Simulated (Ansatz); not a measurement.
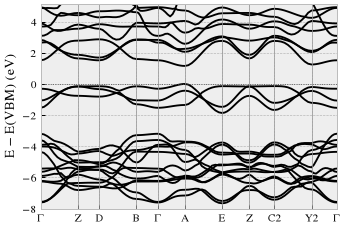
Fig. 1. Band structure from the program Ansatz at the r²SCAN level (PAW)

Q: Read off the gap and where the band edges lie.

A: About 1.2 eV (1.16 eV by a search for the band edges); maximum at A, minimum at A.

The material is NaMoO₂ in space group C2/m (No. 12; Na on 2d, Mo on 2a, O on 4i).

The workflow started from a Materials Project entry (that database holds measured and hypothetical structures alike); the Crystallography Open Database copy checked does not list it. Whether it is the stable phase at ambient conditions was not checked. The r²SCAN relaxation kept the symmetry of its start, as lowered by the spin order; its stability against distortions is not shown here. Magnetic state: antiferromagnetic, chosen from 4 collinear starts compared on coarse meshes (ties went to the first, and starts can fall back to one state), not a proven ground state. Other orbital occupations within this spin state were not tried. No Hubbard U is applied. Scalar-relativistic: spin–orbit coupling is off unless named, which matters more the heavier the elements.

Potentials: the later of the program's two PAW sets.
